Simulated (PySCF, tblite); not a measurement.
# C5H8B radical: geometry, infrared bands and EPR parameters

Aim: predict the infrared bands and EPR parameters of C5H8B radical (`B1C=CC[CH]C1`).

Programs: tblite 0.8.0 and PySCF 2.14.0, with density-fitted response routines of our own. Each step states its level of theory. These are calculated values for one molecule in the gas phase, unless marked as measured. Atoms count from 0, in the outputs and in this text.

## (1) Starting geometry

14 atoms, charge 0, multiplicity 2; geometry from: force field or distance geometry start.

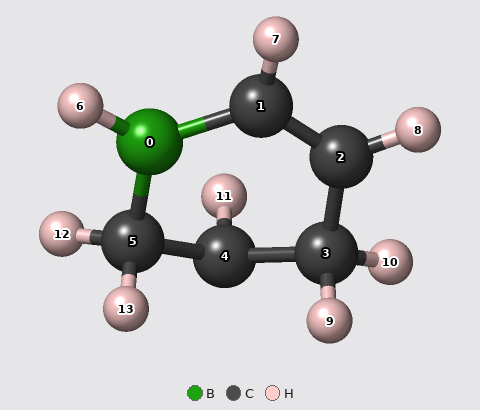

The starting geometry (boron green, carbon dark grey, hydrogen pink), atoms numbered.

## (2) Geometry optimisation with GFN2-xTB

The job: settings as JSON, then the geometry in Å.

```
{"job": {"kind": "relax", "xc": "GFN2-xTB", "basis": "xTB"}, "charge": 0, "multiplicity": 2}
B     -0.897600     1.193000    -0.232800
C      0.632800     1.384300    -0.025800
C      1.435300     0.312800     0.216200
C      0.870400    -1.072400     0.391500
C     -0.401900    -1.313200    -0.424500
C     -1.497700    -0.283400    -0.113400
H     -1.623400     2.136000    -0.275800
H      1.076100     2.377600    -0.078800
H      2.498200     0.468200     0.341400
H      0.633500    -1.235200     1.479300
H      1.637600    -1.825600     0.102700
H     -0.160600    -1.295100    -1.515700
H     -2.344900    -0.403900    -0.807300
H     -1.858500    -0.443600     0.920800
```

Launch:

```sh
> OMP_NUM_THREADS=1 python probes_run.py task.json out
```

One launch serves the whole session: the jobs run in the order shown.

The program printed:

```text
step      E/eV     max force
  0    -432.42145    2.380
  1    -432.55834    1.388
  2    -432.63275    0.633
  3    -432.65744    0.516
  4    -432.67953    0.287
  5    -432.68508    0.233
  6    -432.69347    0.230
  7    -432.70045    0.243
  8    -432.70742    0.220
  9    -432.71257    0.180
 10    -432.71726    0.203
 11    -432.72267    0.231
 12    -432.72989    0.220
 13    -432.73702    0.199
 14    -432.74201    0.165
 15    -432.74556    0.156
 16    -432.74916    0.154
 17    -432.75254    0.138
 18    -432.75511    0.137
 19    -432.75726    0.114
 20    -432.75975    0.124
 21    -432.76279    0.163
 22    -432.76583    0.146
 23    -432.76778    0.099
 24    -432.76897    0.111
 25    -432.77002    0.092
 26    -432.77202    0.082
 27    -432.77331    0.108
 28    -432.77462    0.091
 29    -432.77552    0.069
 30    -432.77653    0.090
 31    -432.77780    0.107
 32    -432.77936    0.120
 33    -432.78086    0.101
 34    -432.78211    0.079
 35    -432.78296    0.060
 36    -432.78341    0.051
 37    -432.78369    0.043
 38    -432.78392    0.035
 39    -432.78413    0.034
 40    -432.78431    0.030
 41    -432.78444    0.030
 42    -432.78456    0.024
 43    -432.78469    0.029
 44    -432.78486    0.040
 45    -432.78509    0.045
 46    -432.78537    0.043
 47    -432.78568    0.055
 48    -432.78600    0.056
 49    -432.78634    0.057
 50    -432.78669    0.066
 51    -432.78705    0.054
 52    -432.78739    0.041
 53    -432.78768    0.042
 54    -432.78793    0.045
 55    -432.78815    0.036
 56    -432.78834    0.036
 57    -432.78850    0.033
 58    -432.78864    0.030
 59    -432.78877    0.023
 60    -432.78888    0.029
 61    -432.78898    0.028
 62    -432.78904    0.023
 63    -432.78908    0.013
 64    -432.78910    0.011
 65    -432.78912    0.011
 66    -432.78913    0.009
```

Wall time 0.24 s (1 thread of Arm Neoverse V2, shared host).

Relaxation path: (not every step is listed)

```tsv
step	energy from step 0 (eV)	largest force (eV/Å)
0	0.0000	2.3802
1	-0.1369	1.3883
2	-0.2113	0.6326
3	-0.2360	0.5160
4	-0.2581	0.2866
5	-0.2636	0.2331
6	-0.2720	0.2302
7	-0.2790	0.2429
8	-0.2860	0.2195
13	-0.3156	0.1985
18	-0.3337	0.1372
23	-0.3463	0.0988
28	-0.3532	0.0913
33	-0.3594	0.1013
38	-0.3625	0.0352
43	-0.3632	0.0289
48	-0.3646	0.0556
53	-0.3662	0.0418
58	-0.3672	0.0297
61	-0.3675	0.0281
62	-0.3676	0.0228
63	-0.3676	0.0126
64	-0.3677	0.0108
65	-0.3677	0.0108
66	-0.3677	0.0087
```

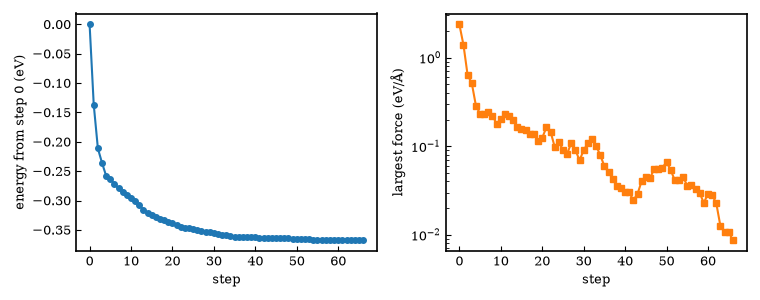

Energy and force, step by step.

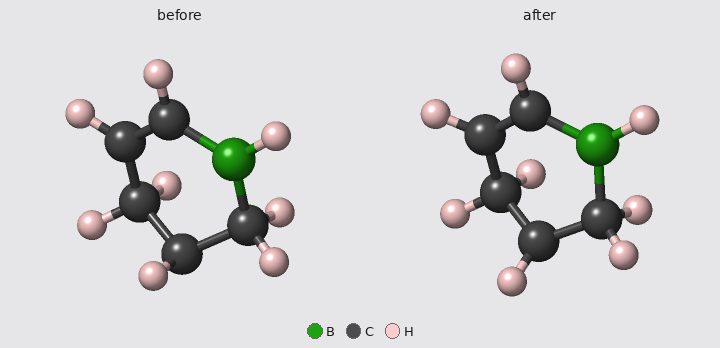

Before and after, at one scale.

Close pairs (by a distance rule), those that changed most:

```tsv
bond	before (Å)	after (Å)	change (Å)
C4–C5	1.536	1.459	-0.076
C3–C4	1.531	1.483	-0.047
C4–H11	1.118	1.078	-0.040
B0–C1	1.556	1.525	-0.032
C3–H9	1.125	1.099	-0.026
C3–H10	1.113	1.090	-0.023
B0–H6	1.191	1.170	-0.021
C1–C2	1.360	1.344	-0.016
```

The next job starts from the end point, and lists it.

## (3) Infrared spectrum with GFN2-xTB

The job: settings as JSON, then the geometry in Å.

```
{"job": {"kind": "ir", "xc": "GFN2-xTB", "basis": "xTB"}, "charge": 0, "multiplicity": 2}
B     -0.908059     1.252087    -0.027429
C      0.608736     1.401884     0.007125
C      1.410829     0.334787     0.165640
C      0.853783    -1.044466     0.431370
C     -0.326445    -1.199475    -0.453345
C     -1.421457    -0.253518    -0.263096
H     -1.676978     2.118287     0.136149
H      1.086565     2.362886    -0.144694
H      2.489875     0.413402     0.108277
H      0.559368    -1.107526     1.488316
H      1.610198    -1.805839     0.240598
H     -0.195307    -1.686158    -1.406114
H     -2.197461    -0.356904    -1.020112
H     -1.894325    -0.429920     0.715148
```

The program printed:

```text
mode    cm-1     km/mol
  1     141.2      6.01
  2     236.0      1.89
  3     305.3      3.61
  4     405.7      4.88
  5     436.6     16.08
  6     532.3     33.61
  7     590.5     18.73
  8     691.4     27.78
  9     706.1     34.72
 10     786.0     65.14
 11     829.2     48.87
 12     893.7      7.55
 13     918.3      2.47
 14     937.5      2.68
 15     973.7      8.51
 16     981.0      4.90
 17    1058.8      9.38
 18    1096.6     15.50
 19    1162.5      6.79
 20    1180.4     24.08
 21    1196.5      5.39
 22    1219.6     16.26
 23    1272.8      0.77
 24    1322.8     34.20
 25    1337.3      7.22
 26    1429.8      8.37
 27    1461.1      0.72
 28    1583.9     79.93
 29    2642.6    181.39
 30    2851.3     19.79
 31    2862.9     48.38
 32    2996.8     29.91
 33    3001.3     42.49
 34    3021.2     48.81
 35    3039.0     71.76
 36    3090.2     40.44
```

It took 0.24 s on 1 thread of Arm Neoverse V2, shared host.

The strongest bands and the atoms that carry them (share of the mass-weighted mode):

```tsv
cm⁻¹	km/mol	atoms
786	65.1	B0 28 %, H6 14 %, H8 13 %, C2 11 %
829	48.9	B0 28 %, C5 24 %, H6 19 %
1584	79.9	C2 50 %, C1 43 %
2643	181.4	H6 92 %
2863	48.4	H9 91 %
3001	42.5	H12 93 %
3021	48.8	H8 62 %, H7 29 %
3039	71.8	H7 64 %, H8 28 %
```

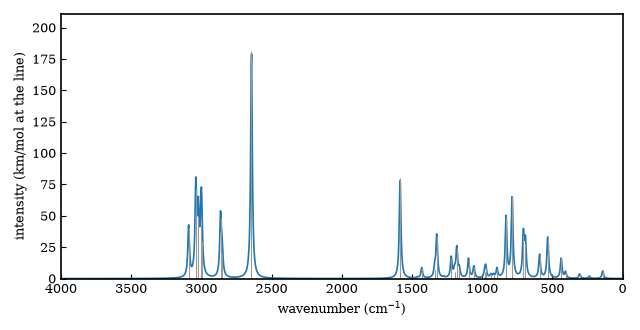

The infrared spectrum from these modes, unscaled. Lines are broadened to a width of 14 cm⁻¹ (Lorentzian).

## (4) g tensor and hyperfine couplings: B3LYP/pcH-1

Settings changed since step 3:

```diff
@@ -1,2 +1,2 @@
-{"job": {"kind": "ir", "xc": "GFN2-xTB", "basis": "xTB"}, "charge": 0, "multiplicity": 2}
+{"job": {"kind": "epr", "basis": "pcH-1"}, "charge": 0, "multiplicity": 2}
 B     -0.908059     1.252087    -0.027429
```

Level: UKS B3LYP, pcH-1 on B C H, non-relativistic, mean-field spin-orbit, GIAO.

The program printed:

```text
UKS, coarse grid
  cycle   1  E = -220.07283188  |g| = 3.32e-01
  cycle   2  E = -220.04087670  |g| = 4.20e-01
  cycle   3  E = -220.13443762  |g| = 7.23e-02
  cycle   4  E = -220.13640508  |g| = 4.63e-02
  cycle   5  E = -220.13764778  |g| = 6.63e-03
  cycle   6  E = -220.13771356  |g| = 2.32e-03
  cycle   7  E = -220.13772710  |g| = 1.30e-03
  cycle   8  E = -220.13772901  |g| = 3.72e-04
UKS, final grid
  cycle   1  E = -220.13774123  |g| = 4.00e-04
  cycle   2  E = -220.13774121  |g| = 4.95e-04
  cycle   3  E = -220.13774134  |g| = 5.75e-05
  cycle   4  E = -220.13774134  |g| = 5.07e-05
  cycle   5  E = -220.13774135  |g| = 1.86e-05
E = -220.13774135 Eh   <S^2> = 0.7550 (exact 0.7500)
g shifts (ppm)      1          2          3
  rmc          -142       -142       -142
  gc              2         23         23
  oz_so           6        422        950
  total        -134        303        831
hyperfine (MHz)  atom isotope    a_iso     a_fc   dipolar eigenvalues
    0   11B      48.33      48.33     -8.12     -5.49     13.61
    1   13C      -4.05      -4.05     -2.26     -0.63      2.89
    2   13C      63.31      63.31     -7.20     -4.48     11.68
    3   13C     -26.85     -26.85     -2.45     -0.52      2.98
    4   13C     118.99     118.99    -74.99    -74.56    149.55
    5   13C     -28.52     -28.52     -3.63     -1.35      4.98
    6    1H       0.45       0.45     -3.88     -1.04      4.92
    7    1H       0.71       0.71     -1.83     -1.63      3.46
    8    1H      10.02      10.02     -3.27     -1.77      5.04
    9    1H      77.74      77.74     -4.89     -4.08      8.97
   10    1H       4.51       4.51     -4.82     -3.73      8.56
   11    1H     -53.88     -53.88    -35.88     -0.33     36.20
   12    1H       8.25       8.25     -5.03     -3.24      8.27
   13    1H      70.00      70.00     -4.46     -4.17      8.63
```

Wall time 30 s (1 thread of Arm Neoverse V2, shared host); peak memory 0.85 GiB.

Principal g values 2.00219, 2.00262, 2.00315; g(iso) = 2.00265, against 2.00232 for a free electron.

Hyperfine couplings; where a row names several nuclei, a(iso) is their mean (it holds for fast rotation or exchange) and the dipolar term the largest among them:

```tsv
nuclei	isotope	a(iso) (MHz)	a(iso) (G, at g = 2.0023)	largest dipolar term (MHz)
C4	13C	119.0	42.5	149.6
C2	13C	63.3	22.6	11.7
H11	1H	-53.9	-19.2	36.2
B0	11B	48.3	17.2	13.6
H9, H10	1H	41.1	14.7	9.0
H12, H13	1H	39.1	14.0	8.6
C5	13C	-28.5	-10.2	5.0
C3	13C	-26.8	-9.6	3.0
H8	1H	10.0	3.6	5.0
C1	13C	-4.0	-1.4	2.9
H7	1H	0.7	0.3	3.5
H6	1H	0.4	0.2	4.9
```

Mulliken spin populations:

B0 0.10; C1 0.01; C2 0.04; C3 -0.07; C4 0.96; C5 -0.08; H6 0.00; H7 0.00; H8 0.01; H9 0.04; H10 0.00; H11 -0.04; H12 0.00; H13 0.03

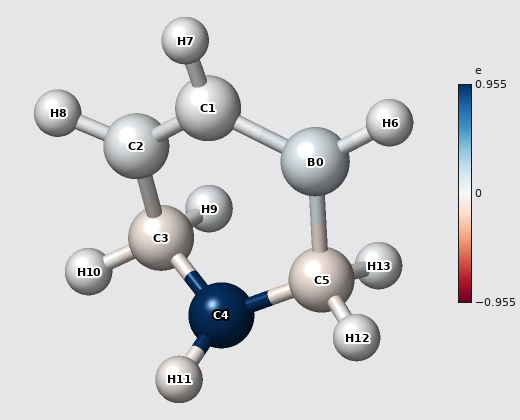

Mulliken spin populations, as colours on the atoms.

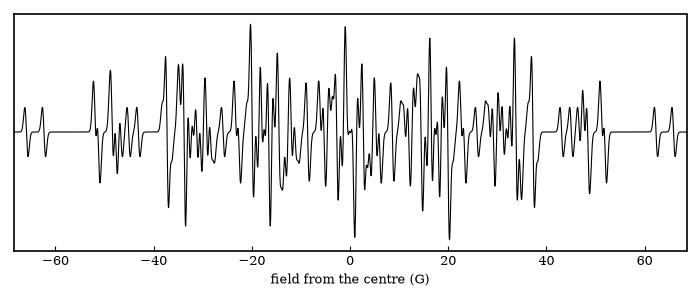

First-order isotropic spectrum (first derivative, main isotopes with spin only, couplings over 0.8 MHz, Gaussian width 0.3 G; couplings of the frozen geometry, rotation of groups not averaged beyond the rows shown).

Orbitals, density, ELF and potential are computed afterwards from the orbital file.

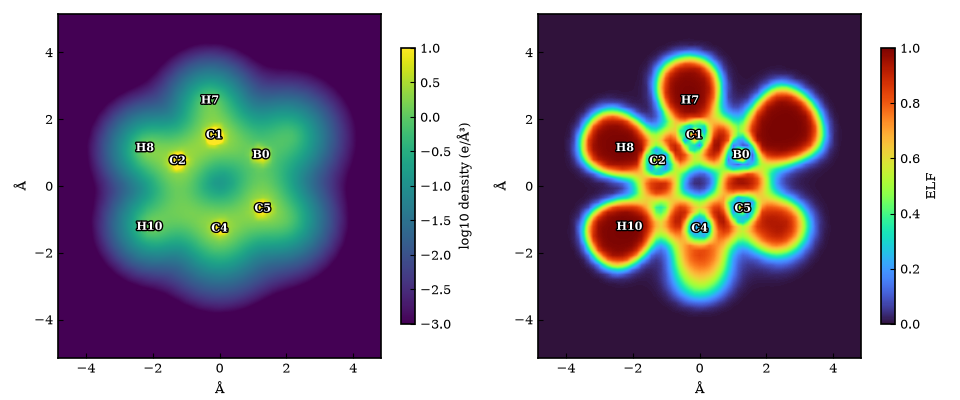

Density (left) and ELF (right) in a plane through or near 8 of the atoms.

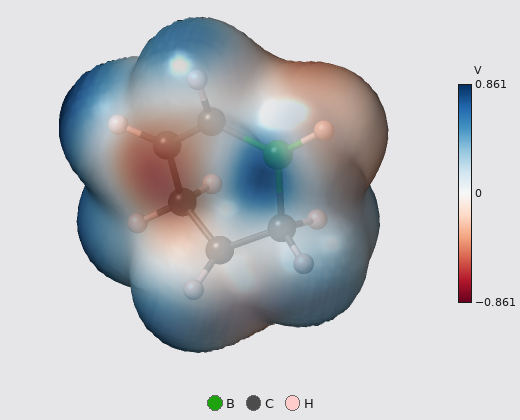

Electrostatic potential on the surface of density 0.002 e/bohr³; red is low, blue high. It runs from -0.54 V near C4 to 0.86 V near H8.

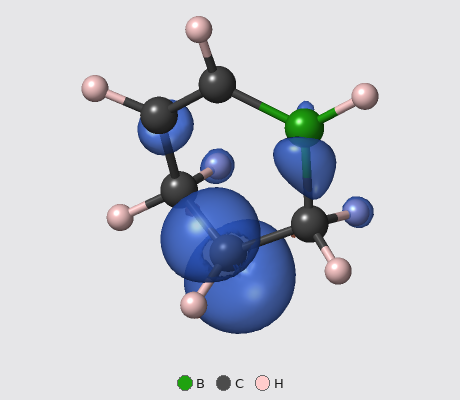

Spin density at ±0.04 e/Å³ (alpha excess blue, beta excess red).

## (5) Results

```
                                                                  quantity                  value
                                 strongest single infrared mode (GFN2-xTB)  2643 cm⁻¹, 181 km/mol
                                              zero-point energy (GFN2-xTB)          70.3 kcal/mol
                                                            g(iso) (B3LYP)                2.00265
                                                                      ⟨S²⟩     0.755 (exact 0.75)
                                        largest a(iso) (averaged by class)   13C on C4, 119.0 MHz
potential on the surface of density 0.002 e/bohr³, 1st and 99th percentile     -0.54 V and 0.86 V
```

What this shows: Relaxing lowered the energy by 0.368 eV in 66 steps; the close pair that moved most is C4–C5, from 1.536 to 1.459 Å. All 36 modes are real, so the xTB geometry is a minimum. The strongest single mode, at 2643 cm⁻¹, moves mainly H6. Unscaled tight-binding wavenumbers are off by several per cent, some by more. Its intensities can rank the bands wrongly. C4 carries the largest spin population, 0.96 e. The isotropic g lies 0.3 ppt above the free-electron value. The conformer search found further structures of the same energy, which may be mirror or relabelled copies of this one.
